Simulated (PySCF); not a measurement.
## C6H14AlB: NMR shielding calculation

System: C6H14AlB.
Method: GIAO HF/pcSseg-1 NMR shielding, non-relativistic, gas phase (PySCF 2.14.0).

The geometry comes from this level: PBE0-D3(BJ)/def2-SVP. It belongs to a series of runs on one base structure; here: H on C replaced by BMe2. Figures and captions count atoms from 1; the log counts them from 0 in places.

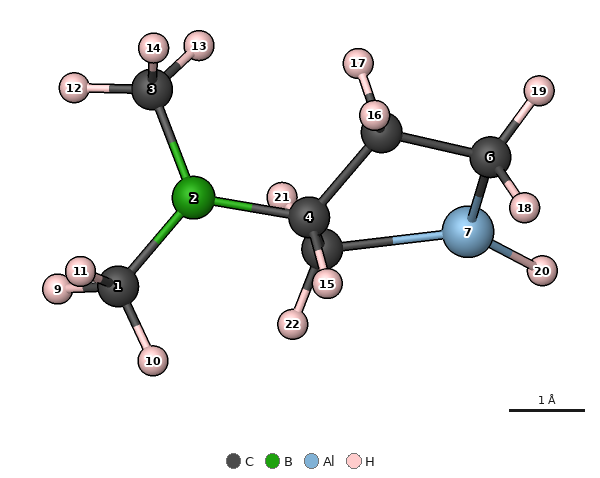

Figure 1. The input geometry (ball-and-stick view, seen at a tilt; atoms are numbered from 1 in the order of the input). Sticks mark near contacts.

**Input**
```
{"job": {"kind": "nmr", "xc": "HF", "basis": "pcSseg-1", "pop": false}, "charge": 0, "multiplicity": 1}
C     -2.112324     0.314925     1.630950
B     -1.297004     0.008771     0.317416
C     -1.993544    -0.760267    -0.872749
C      0.200212     0.459104     0.202143
C      0.822279     0.734733    -1.176587
C      2.362106     0.770361    -1.117605
Al     2.698524    -0.614289     0.231432
C      0.842752    -0.812299     0.863477
H     -2.671382    -0.561000     1.999462
H     -1.519606     0.737398     2.456328
H     -2.884015     1.062735     1.364710
H     -2.885348    -1.336042    -0.582412
H     -1.315205    -1.418283    -1.438302
H     -2.327161     0.010135    -1.594524
H      0.416748     1.316042     0.866571
H      0.404996     1.671924    -1.584865
H      0.506549    -0.059677    -1.876550
H      2.711621     1.746554    -0.728242
H      2.835972     0.656225    -2.105446
H      4.034351    -1.330665     0.723269
H      0.398110    -1.747399     0.466046
H      0.700974    -0.846689     1.955266
```

The first line tells a small driver script what to run in PySCF; the rest is the geometry in Å.

Run on 1 CPU thread, shared host.

Launch command:
```bash
OMP_NUM_THREADS=1 python <driver script> task.json out
```

**The program's output**
```
final grid: 165560 points
cycle   1  E = -501.8032963010  dE =  1.342e+00  |g| = 4.507e-01  |ddm| = 3.907e+00
cycle   2  E = -501.8851853507  dE = -8.189e-02  |g| = 1.210e-01  |ddm| = 6.093e-01
cycle   3  E = -501.8922139977  dE = -7.029e-03  |g| = 3.439e-02  |ddm| = 2.359e-01
cycle   4  E = -501.8925962308  dE = -3.822e-04  |g| = 6.730e-03  |ddm| = 4.102e-02
cycle   5  E = -501.8926230902  dE = -2.686e-05  |g| = 1.822e-03  |ddm| = 1.497e-02
cycle   6  E = -501.8926252158  dE = -2.126e-06  |g| = 6.690e-04  |ddm| = 4.125e-03
cycle   7  E = -501.8926255497  dE = -3.339e-07  |g| = 2.215e-04  |ddm| = 1.674e-03
cycle   8  E = -501.8926255899  dE = -4.022e-08  |g| = 6.933e-05  |ddm| = 5.608e-04
cycle   9  E = -501.8926255947  dE = -4.780e-09  |g| = 2.188e-05  |ddm| = 2.051e-04
cycle  10  E = -501.8926255952  dE = -5.397e-10  |g| = 7.644e-06  |ddm| = 6.971e-05
converged SCF energy = -501.8926255952

GIAO shielding tensors (ppm)
atom      isotropic    diamagn.    paramagn.     s11        s22        s33       span
  0 C      177.583     251.738     -74.155    167.004    173.331    192.414     25.410
  1 B       46.055     185.525    -139.471      2.413      9.388    126.363    123.950
  2 C      183.247     252.095     -68.849    173.754    186.021    189.966     16.211
  3 C      157.036     251.741     -94.705    143.368    154.515    173.224     29.856
  4 C      166.067     245.822     -79.755    153.849    167.777    176.573     22.724
  5 C      182.748     250.142     -67.394    168.055    183.231    196.958     28.904
  6 Al     305.447     792.726    -487.279    270.772    297.947    347.623     76.851
  7 C      190.911     251.823     -60.913    169.962    192.860    209.911     39.949
  8 H       30.746      30.128       0.618     27.088     28.632     36.517      9.428
  9 H       31.098      32.201      -1.103     26.619     30.811     35.866      9.247
 10 H       31.117      29.682       1.435     27.448     28.660     37.245      9.797
 11 H       30.969      30.470       0.499     26.558     29.089     37.260     10.701
 12 H       31.051      32.752      -1.701     26.275     31.860     35.018      8.744
 13 H       31.444      30.898       0.546     26.530     30.102     37.700     11.171
 14 H       31.005      35.480      -4.475     25.636     30.344     37.033     11.397
 15 H       29.850      32.333      -2.483     23.687     29.083     36.780     13.094
 16 H       30.836      33.670      -2.834     24.240     31.096     37.172     12.932
 17 H       31.857      30.413       1.445     26.640     29.083     39.849     13.210
 18 H       31.280      29.600       1.680     25.715     28.677     39.448     13.733
 19 H       26.440      28.237      -1.798     23.629     23.805     31.885      8.256
 20 H       32.977      32.717       0.259     27.578     31.519     39.832     12.253
 21 H       32.122      32.463      -0.341     26.142     29.814     40.409     14.267
```

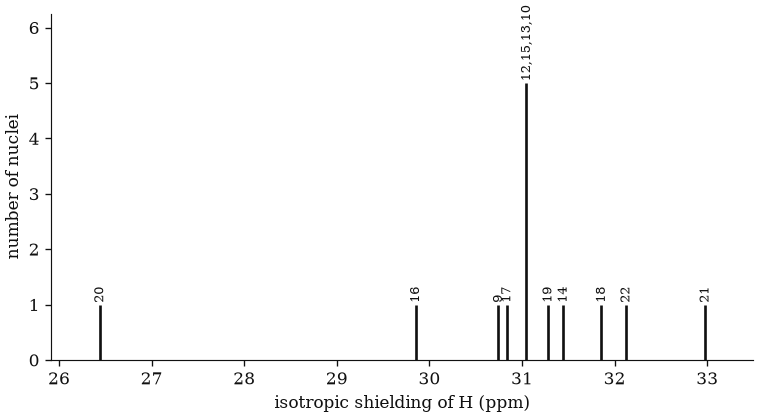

Figure 2. Isotropic shieldings of the hydrogen nuclei in this fixed geometry, labelled by atom number; shielding grows to the right, so chemical shift grows to the left. The least shielded is H20 (26.4 ppm), the most shielded H21 (33.0 ppm).

**Summary**

```json
{"quantity": "outcome", "value": "converged"}
{"quantity": "total energy", "value": "−501.892626 hartree"}
{"quantity": "HOMO", "value": "−9.59 eV"}
{"quantity": "LUMO", "value": "1.58 eV"}
{"quantity": "dipole moment", "value": "0.48 D"}
{"quantity": "isotropic shielding, C", "value": "157.0 to 190.9 ppm"}
{"quantity": "isotropic shielding, B", "value": "46.1 ppm"}
{"quantity": "isotropic shielding, Al", "value": "305.4 ppm"}
{"quantity": "isotropic shielding, H", "value": "26.4 to 33.0 ppm"}
{"quantity": "wall time", "value": "38 s"}
{"quantity": "peak memory", "value": "1 GiB"}
```
